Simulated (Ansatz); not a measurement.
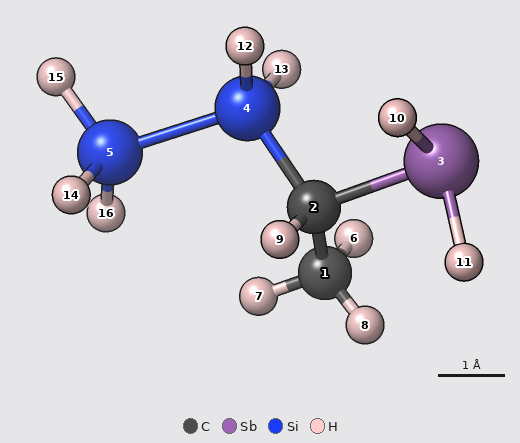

**Figure 1.** The structure as given in the input (ball-and-stick view, seen at a tilt; atoms are numbered from 1 in the order of the input). Sticks mark near contacts. Bond lengths as drawn: C–C 1.50 Å, C–H 1.05 to 1.16 Å, C–Sb 2.16 Å, C–Si 1.88 Å, H–Sb 1.78 to 1.81 Å, H–Si 1.42 to 1.54 Å and Si–Si 2.26 Å.

## Geometry relaxation of C$_{2}$H$_{11}$SbSi$_{2}$

- system: C$_{2}$H$_{11}$SbSi$_{2}$
- method: RHF/def2-SVP (Ansatz 0.2.0)

It belongs to a series of runs on one base structure; here: end point A relaxed. Figures and captions count atoms from 1; the log counts them from 0 in places.

### What the program printed
```
The last accepted step is kept in [file] (removed where the run ends without a failure and the disk answers)
Engine: ansatz 0.2.0, aarch64-unknown-linux-gnu
Functional definition: HF
  exchange = exact_x
  correlation = 0
1651 factors; integrals over basis functions are off by at most 4.9e-4 eV
mean field evaluation 1: about -24459.0433 eV, gradient 2.7e1 eV
mean field evaluation 2: about -24459.1499 eV, gradient 2.7e1 eV
mean field evaluation 4: about -24461.9106 eV, gradient 4.4e0 eV
mean field evaluation 8: about -24461.9831 eV, gradient 2.0e-1 eV
mean field -24461.98334041 eV, -898.9613068323 hartree, gradient 1.6e-5 eV, S^2 0.000000; 0 other end points of the search recorded, 0 dependent functions left out
the calculation of the forces begins
reference -24461.98334041 eV, -898.9613068323 hartree; 37, 37 occupied and 108, 108 virtual orbitals, 1651 factors
relax step   1: F+E_penalty+E_count = -24461.98334041 eV  Δ(F+E_penalty+E_count) = +0.000e0 eV  max|allowed force component| = 3.018e0 eV/Å  Δτ_max = 0.0000 Å  (33 SCF iters, accepted)
these checks for a lower state are left out or cut short: starts, cluster_reference, orbital_swaps, neighbouring_geometries, increment
1651 factors; integrals over basis functions are off by at most 5.1e-4 eV
mean field evaluation 16: about -24462.4626 eV, gradient 1.8e-3 eV
mean field -24462.46259044 eV, -898.9789189461 hartree, gradient 2.4e-5 eV, S^2 0.000000; 0 other end points of the search recorded, 0 dependent functions left out
the calculation of the forces begins
reference -24462.46259044 eV, -898.9789189461 hartree; 37, 37 occupied and 108, 108 virtual orbitals, 1651 factors
relax step   2: F+E_penalty+E_count = -24462.46259044 eV  Δ(F+E_penalty+E_count) = -4.793e-1 eV  max|allowed force component| = 1.668e0 eV/Å  Δτ_max = 0.1945 Å  (30 SCF iters, accepted)
these checks for a lower state are left out or cut short: starts, cluster_reference, orbital_swaps, neighbouring_geometries, increment
1651 factors; integrals over basis functions are off by at most 5.4e-4 eV
mean field -24462.64703012 eV, -898.9856969791 hartree, gradient 3.0e-5 eV, S^2 0.000000; 0 other end points of the search recorded, 0 dependent functions left out
the calculation of the forces begins
reference -24462.64703012 eV, -898.9856969791 hartree; 37, 37 occupied and 108, 108 virtual orbitals, 1651 factors
relax step   3: F+E_penalty+E_count = -24462.64703012 eV  Δ(F+E_penalty+E_count) = -1.844e-1 eV  max|allowed force component| = 4.737e-1 eV/Å  Δτ_max = 0.1313 Å  (30 SCF iters, accepted)
these checks for a lower state are left out or cut short: starts, cluster_reference, orbital_swaps, neighbouring_geometries, increment
1651 factors; integrals over basis functions are off by at most 5.6e-4 eV
mean field evaluation 32: about -24462.5548 eV, gradient 2.3e-5 eV
mean field -24462.55481766 eV, -898.9823082337 hartree, gradient 3.4e-5 eV, S^2 0.000000; 0 other end points of the search recorded, 0 dependent functions left out
the calculation of the forces begins
reference -24462.55481766 eV, -898.9823082337 hartree; 37, 37 occupied and 108, 108 virtual orbitals, 1651 factors
relax step   4: F+E_penalty+E_count = -24462.55481766 eV  Δ(F+E_penalty+E_count) = +9.221e-2 eV  max|allowed force component| = 1.516e0 eV/Å  Δτ_max = 0.0983 Å  (32 SCF iters, rejected (line search))
these checks for a lower state are left out or cut short: starts, cluster_reference, orbital_swaps, neighbouring_geometries, increment
1651 factors; integrals over basis functions are off by at most 5.6e-4 eV
mean field -24462.66745951 eV, -898.9864477455 hartree, gradient 3.1e-5 eV, S^2 0.000000; 0 other end points of the search recorded, 0 dependent functions left out
the calculation of the forces begins
reference -24462.66745951 eV, -898.9864477455 hartree; 37, 37 occupied and 108, 108 virtual orbitals, 1651 factors
relax step   5: F+E_penalty+E_count = -24462.66745951 eV  Δ(F+E_penalty+E_count) = -2.043e-2 eV  max|allowed force component| = 9.017e-2 eV/Å  Δτ_max = 0.0351 Å  (31 SCF iters, accepted)
these checks for a lower state are left out or cut short: starts, cluster_reference, orbital_swaps, neighbouring_geometries, increment
1651 factors; integrals over basis functions are off by at most 5.7e-4 eV
mean field -24462.66929530 eV, -898.9865152094 hartree, gradient 3.0e-5 eV, S^2 0.000000; 0 other end points of the search recorded, 0 dependent functions left out
the calculation of the forces begins
reference -24462.66929530 eV, -898.9865152094 hartree; 37, 37 occupied and 108, 108 virtual orbitals, 1651 factors
relax step   6: F+E_penalty+E_count = -24462.66929530 eV  Δ(F+E_penalty+E_count) = -1.836e-3 eV  max|allowed force component| = 1.331e-2 eV/Å  Δτ_max = 0.0305 Å  (32 SCF iters, accepted)
```

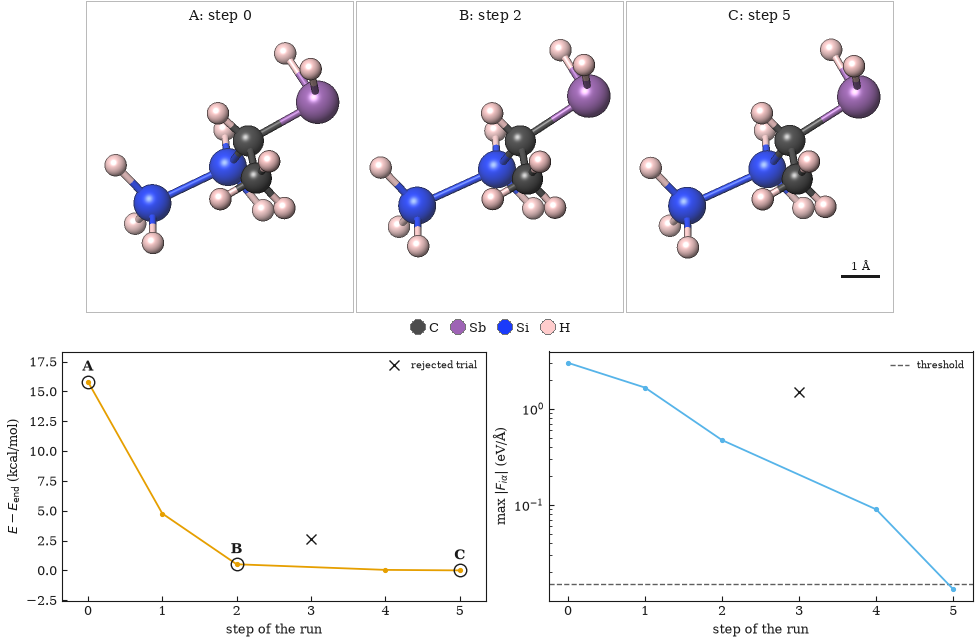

**Figure 2.** Frames of the relaxation (ball-and-stick view, seen at a tilt) above the curves, on which the letters mark them (the first geometry is step 0 here and step 1 in the log).

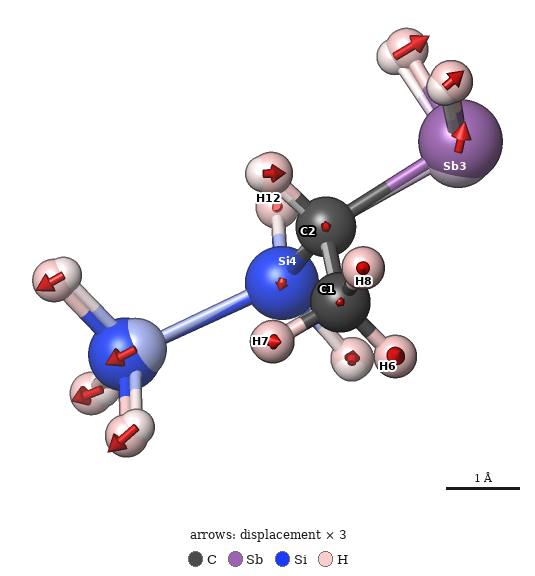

**Figure 3.** Start (faint) and end (solid) with the displacements as red arrows, magnified 3 times (ball-and-stick view, seen at a tilt). The two geometries are laid on each other by the best rigid fit. Over 5 geometry steps the energy falls by 15.8 kcal/mol. Largest force component: 3 eV/Å at the start, 0.013 eV/Å at the end. The line search rejected the trial step at point 3 (counted from 0) and went back. H10 moves most after the best rigid fit: 0.20 Å. By element the largest moves are H 0.20 Å, Si 0.17 Å, Sb 0.15 Å, C 0.05 Å. Among the contacts that change: Si4–Si5 2.263 → 2.375 Å, Sb3–H10 1.807 → 1.702 Å, Sb3–H11 1.777 → 1.705 Å, C1–H6 1.161 → 1.093 Å. Among the angles that change: Sb3–C2–H9 110.3° → 104.9°, H12–Si4–H13 112.8° → 107.6°, C2–Sb3–H10 90.6° → 95.5°. (Atoms are counted from 1 in the order of the input.)

```
1651 factors; integrals over basis functions are off by at most 5.7e-4 eV
mean field -24462.66929530 eV, -898.9865152094 hartree, gradient 3.0e-5 eV, S^2 0.000000; 1 other end points of the search recorded, 0 dependent functions left out
the calculation of the forces begins
reference -24462.66929530 eV, -898.9865152094 hartree; 37, 37 occupied and 108, 108 virtual orbitals, 1651 factors
Total energy: -24462.66929530 eV, -898.9865152094 hartree
Atom 0 at    -0.814539    -1.452046    -0.578627 Å, force    -0.011272     0.003807    -0.003853 eV/Å
Atom 1 at     0.467921    -0.649646    -0.297948 Å, force     0.006973     0.003167    -0.010658 eV/Å
Atom 2 at     2.012115    -1.135765    -1.797503 Å, force     0.004439    -0.007649    -0.008871 eV/Å
Atom 3 at     0.167845     1.222500    -0.183460 Å, force     0.000059    -0.000408     0.004439 eV/Å
Atom 4 at    -1.240306     1.791378     1.643024 Å, force    -0.001875     0.000045    -0.001342 eV/Å
Atom 5 at    -1.266397    -1.174525    -1.534456 Å, force     0.007263    -0.004111     0.009285 eV/Å
Atom 6 at    -1.568655    -1.284465     0.195349 Å, force     0.002576    -0.001487    -0.006590 eV/Å
Atom 7 at    -0.624194    -2.527280    -0.606366 Å, force     0.007234    -0.001479     0.002880 eV/Å
Atom 8 at     0.893741    -0.967724     0.656351 Å, force     0.000264    -0.003942     0.011330 eV/Å
Atom 9 at     3.315311    -0.506106    -0.901222 Å, force    -0.006016    -0.006781    -0.002556 eV/Å
Atom 10 at     2.259895    -2.722681    -1.224995 Å, force    -0.005915     0.013307     0.002303 eV/Å
Atom 11 at     1.463591     1.932600    -0.018699 Å, force    -0.004467     0.002670     0.004830 eV/Å
Atom 12 at    -0.454004     1.708252    -1.444617 Å, force    -0.000594     0.002260     0.001932 eV/Å
Atom 13 at    -0.649901     1.295401     2.913079 Å, force    -0.000708     0.002323    -0.001983 eV/Å
Atom 14 at    -1.399353     3.264496     1.737007 Å, force     0.006094    -0.003716    -0.001834 eV/Å
Atom 15 at    -2.585871     1.183110     1.487483 Å, force    -0.004055     0.001994     0.000688 eV/Å
Dipole moment:    -0.063925    -0.126871     0.047001 e Å
```

### Trajectory as extended XYZ (Å, eV, eV/Å), 6 frames, from step=1 to step=6
```
16
Properties=species:S:1:pos:R:3:forces:R:3 step=1 energy=-24461.98334
C    -0.7935   -1.4460   -0.5480   -2.7139   3.0177  -0.7654
C     0.4452   -0.6522   -0.2584    1.2436  -0.0128   1.4862
Sb    1.8842   -1.0567   -1.8113    1.9057  -0.8581   1.2997
Si    0.2273    1.2110   -0.1849   -1.6308  -0.4142  -1.2812
Si   -1.1614    1.6922    1.5356   -0.0181   0.5589   1.1821
H    -1.2662   -1.0554   -1.5334    0.6672  -1.0226   1.5428
H    -1.5617   -1.2244    0.2474    0.5929  -0.7223  -0.8103
H    -0.5966   -2.4735   -0.6187    0.0144  -1.6862  -0.0685
H     0.8603   -0.9701    0.7607   -0.2635   0.3971  -1.5708
H     3.2115   -0.3901   -0.7819   -0.7673  -0.4574  -0.9835
H     2.1679   -2.6852   -1.1582   -0.0550   0.7775  -0.5995
H     1.4609    1.8961    0.0046    1.1450   0.5994  -0.0607
H    -0.5280    1.6781   -1.4454    0.7233  -0.1896   0.5472
H    -0.5621    1.2296    2.8102    0.0146  -0.0673   0.1230
H    -1.3470    3.1412    1.6291   -0.1086   0.4813   0.0817
H    -2.4636    1.0829    1.3970   -0.7495  -0.4014  -0.1228
16
Properties=species:S:1:pos:R:3:forces:R:3 step=2 energy=-24462.46259
C    -0.8271   -1.4180   -0.5505   -0.7378   0.5396  -0.5478
C     0.4507   -0.6401   -0.2739    0.7512  -0.1516   0.6679
Sb    2.0351   -1.1310   -1.7137   -1.5004   0.4043  -1.6675
Si    0.1798    1.2208   -0.1809   -0.2346  -0.0825  -0.6589
Si   -1.2023    1.7382    1.6069    0.0294   0.0837   0.2075
H    -1.2875   -1.0920   -1.5094    0.2425  -0.2934   0.5362
H    -1.5848   -1.2518    0.2320    0.2361  -0.1513  -0.1863
H    -0.6347   -2.4785   -0.6181   -0.0852  -0.4625   0.0126
H     0.8868   -0.9595    0.6954   -0.3225   0.1761  -0.4218
H     3.2190   -0.4256   -0.8716    1.2325   0.4045   0.9614
H     2.2073   -2.6878   -1.2148    0.3252  -0.8839   0.5125
H     1.4656    1.9065   -0.0319    0.3669   0.2473   0.0101
H    -0.4713    1.6814   -1.4554    0.1705  -0.0230   0.2253
H    -0.5772    1.2348    2.8553   -0.0806   0.0549   0.0912
H    -1.3792    3.2007    1.6679   -0.1145   0.1789   0.1634
H    -2.5031    1.0795    1.4071   -0.2785  -0.0409   0.0942
16
Properties=species:S:1:pos:R:3:forces:R:3 step=3 energy=-24462.64703
C    -0.8117   -1.4457   -0.5850   -0.4562   0.2368  -0.2680
C     0.4632   -0.6462   -0.3123    0.3333  -0.1713   0.4205
Sb    2.0255   -1.1590   -1.7909   -0.2500   0.1675  -0.2163
Si    0.1596    1.2169   -0.1724   -0.0140   0.0998  -0.4737
Si   -1.2291    1.8046    1.6418   -0.0795  -0.0802   0.2182
H    -1.2816   -1.1454   -1.5349    0.1438  -0.1251   0.2228
H    -1.5634   -1.2843    0.1970    0.0949  -0.0795  -0.0512
H    -0.6188   -2.5144   -0.6373   -0.0143  -0.1826   0.0208
H     0.8929   -0.9647    0.6489   -0.1034   0.0341  -0.1950
H     3.2923   -0.5249   -0.8809    0.2419   0.1210   0.1267
H     2.2880   -2.7307   -1.2141   -0.0469  -0.1386   0.0967
H     1.4490    1.9229   -0.0311    0.1698   0.1010   0.0450
H    -0.4700    1.6939   -1.4421    0.0260   0.0062   0.1277
H    -0.6316    1.3194    2.9130    0.0134   0.0000   0.0006
H    -1.4316    3.2684    1.7548    0.0549   0.0458  -0.0744
H    -2.5556    1.1667    1.4900   -0.1137  -0.0349  -0.0006
16
Properties=species:S:1:pos:R:3:forces:R:3 step=4 energy=-24462.55482 accepted=F
C    -0.8150   -1.4693   -0.5636    0.1248   0.1454   0.0623
C     0.4890   -0.6973   -0.2799   -0.3016   1.5158  -0.0165
Sb    2.0045   -1.1371   -1.7932    0.0842  -0.1788  -0.1080
Si    0.1832    1.2886   -0.2081   -0.0111  -1.3697   0.3189
Si   -1.2482    1.7859    1.6318    0.0738   0.0981  -0.0720
H    -1.2759   -1.1691   -1.5086    0.0438   0.0068   0.0170
H    -1.5527   -1.2977    0.2245   -0.0140  -0.0359  -0.0102
H    -0.6403   -2.5455   -0.6133   -0.0048  -0.0524   0.0210
H     0.9159   -1.0156    0.6802   -0.1284   0.1674  -0.1743
H     3.3187   -0.5385   -0.8976    0.0302   0.0348   0.0295
H     2.2448   -2.7317   -1.2458    0.0470  -0.0540  -0.0538
H     1.4682    2.0189   -0.0218   -0.0503  -0.1132  -0.0571
H    -0.4519    1.7770   -1.4673    0.1056  -0.1492   0.0687
H    -0.6575    1.2765    2.8969    0.0030  -0.0097  -0.0348
H    -1.4141    3.2567    1.7475   -0.0244   0.0079   0.0308
H    -2.5914    1.1757    1.4628    0.0223  -0.0133  -0.0216
16
Properties=species:S:1:pos:R:3:forces:R:3 step=5 energy=-24462.66746
C    -0.8199   -1.4467   -0.5807   -0.0709  -0.0192  -0.0801
C     0.4640   -0.6511   -0.2995    0.0615   0.0902   0.0396
Sb    2.0173   -1.1309   -1.7946   -0.0270  -0.0778   0.0691
Si    0.1733    1.2225   -0.1886   -0.0605  -0.0136  -0.0304
Si   -1.2318    1.7830    1.6425   -0.0110   0.0306   0.0225
H    -1.2700   -1.1680   -1.5377    0.0268  -0.0110   0.0142
H    -1.5775   -1.2731    0.1884    0.0192  -0.0086   0.0143
H    -0.6361   -2.5233   -0.6082    0.0086   0.0055   0.0130
H     0.8800   -0.9632    0.6620    0.0307  -0.0286  -0.0380
H     3.3141   -0.5016   -0.8894   -0.0046   0.0067  -0.0044
H     2.2606   -2.7144   -1.2075    0.0051   0.0156  -0.0364
H     1.4704    1.9309   -0.0370    0.0075   0.0077   0.0221
H    -0.4539    1.7030   -1.4502    0.0005   0.0094   0.0209
H    -0.6325    1.2986    2.9135    0.0028  -0.0016  -0.0152
H    -1.4100    3.2543    1.7365    0.0067  -0.0097  -0.0066
H    -2.5708    1.1576    1.4948    0.0047   0.0043  -0.0048
16
Properties=species:S:1:pos:R:3:forces:R:3 step=6 energy=-24462.66929
C    -0.8145   -1.4520   -0.5786   -0.0113   0.0038  -0.0039
C     0.4679   -0.6496   -0.2979    0.0070   0.0032  -0.0107
Sb    2.0121   -1.1358   -1.7975    0.0044  -0.0076  -0.0089
Si    0.1678    1.2225   -0.1835    0.0001  -0.0004   0.0044
Si   -1.2403    1.7914    1.6430   -0.0019   0.0000  -0.0013
H    -1.2664   -1.1745   -1.5345    0.0073  -0.0041   0.0093
H    -1.5687   -1.2845    0.1953    0.0026  -0.0015  -0.0066
H    -0.6242   -2.5273   -0.6064    0.0072  -0.0015   0.0029
H     0.8937   -0.9677    0.6564    0.0003  -0.0039   0.0113
H     3.3153   -0.5061   -0.9012   -0.0060  -0.0068  -0.0026
H     2.2599   -2.7227   -1.2250   -0.0059   0.0133   0.0023
H     1.4636    1.9326   -0.0187   -0.0045   0.0027   0.0048
H    -0.4540    1.7083   -1.4446   -0.0006   0.0023   0.0019
H    -0.6499    1.2954    2.9131   -0.0007   0.0023  -0.0020
H    -1.3994    3.2645    1.7370    0.0061  -0.0037  -0.0018
H    -2.5859    1.1831    1.4875   -0.0041   0.0020   0.0007
```

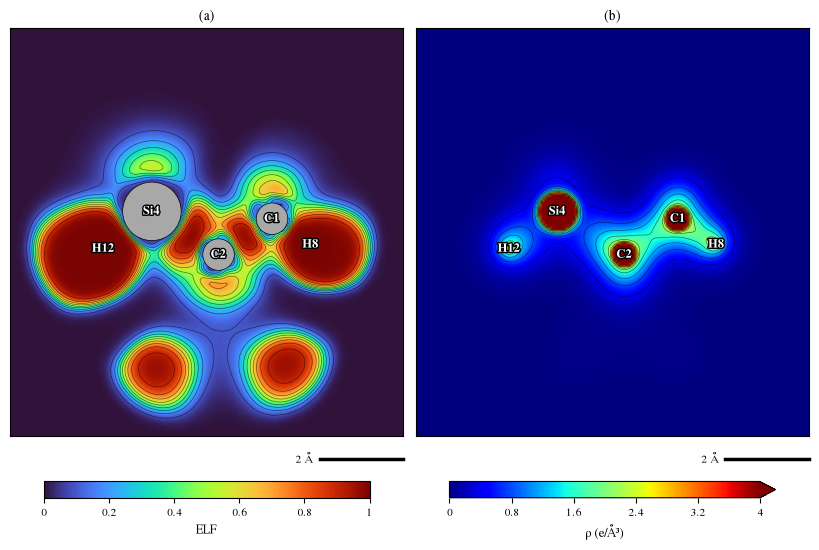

**Figure 4.** (a) electron localisation function; (b) total electron density on the plane of atoms C2, C1 and H8. Grey discs, where drawn, cover atomic cores. Atoms in the plane: C, Si and H. Si–H (1.49 Å): ρ is about 0.76 e/Å³ halfway; the ELF climbs to about 1 towards the hydrogen.

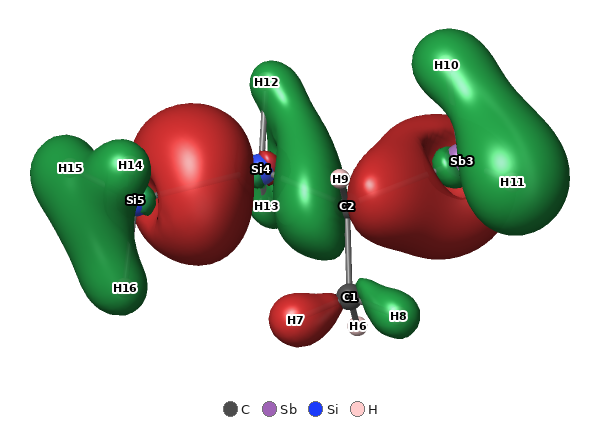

**Figure 5.** The HOMO−1 at ±0.08 Å⁻³ᐟ² (green and red are the two phases), seen at a tilt. Its weight (Hirshfeld) is mainly on Sb3 (20 %), Si5 (20 %), Si4 (20 %) and C2 (10 %). Its energy is −10.31 eV.

This output came from the following input.

### The input
```yaml
crystal:
  periodic: [false, false, false]
  atoms:
    - { symbol: C, position_ang: [-0.7935, -1.446, -0.548] }
    - { symbol: C, position_ang: [0.4452, -0.6522, -0.2584] }
    - { symbol: Sb, position_ang: [1.8842, -1.0567, -1.8113] }
    - { symbol: Si, position_ang: [0.2273, 1.211, -0.1849] }
    - { symbol: Si, position_ang: [-1.1614, 1.6922, 1.5356] }
    - { symbol: H, position_ang: [-1.2662, -1.0554, -1.5334] }
    - { symbol: H, position_ang: [-1.5617, -1.2244, 0.2474] }
    - { symbol: H, position_ang: [-0.5966, -2.4735, -0.6187] }
    - { symbol: H, position_ang: [0.8603, -0.9701, 0.7607] }
    - { symbol: H, position_ang: [3.2115, -0.3901, -0.7819] }
    - { symbol: H, position_ang: [2.1679, -2.6852, -1.1582] }
    - { symbol: H, position_ang: [1.4609, 1.8961, 0.0046] }
    - { symbol: H, position_ang: [-0.528, 1.6781, -1.4454] }
    - { symbol: H, position_ang: [-0.5621, 1.2296, 2.8102] }
    - { symbol: H, position_ang: [-1.347, 3.1412, 1.6291] }
    - { symbol: H, position_ang: [-2.4636, 1.0829, 1.397] }
basis:
  gaussian: { orbitals: def2-SVP }
hamiltonian:
  xc: hf
relax:
  f_tol: 0.015
  max_steps: 40
output:
  orbitals: {}
```

Launch command:
```bash
ansatz run input.yaml --threads 2 --pin off --max-ram 3072MiB --backend cpu --events-out ev --progress --plain --runs-dir out
```

### Summary

```tsv
quantity	value
outcome	converged
total energy	−24462.6693 eV
mean-field energy	−24462.6693 eV
largest force (length of the vector) at the end	0.015 eV/Å
hardware	2 threads of Arm Neoverse V2, 24 GiB of memory available, shared host
wall time	24 s (CPU time 46 s)
peak memory	0.44 GiB
```
